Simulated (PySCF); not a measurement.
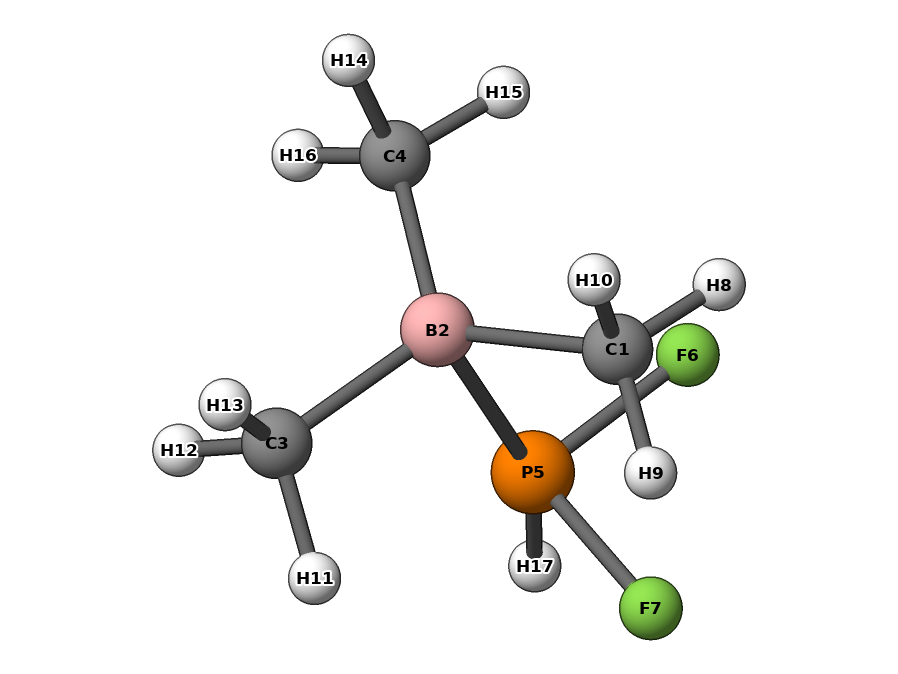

The questions are on isotropic NMR shieldings of the C atoms. Geometry: a frame of a GFN2-xTB molecular-dynamics simulation, not a minimum. Properties computed with GIAO PBE0/pcSseg-1 NMR shielding, non-relativistic, gas phase (PySCF 2.14.0).

List the isotropic NMR shieldings of the C atoms.

```csv
atom,σ (ppm)
C1,171.1
C3,177.6
C4,174.3
```
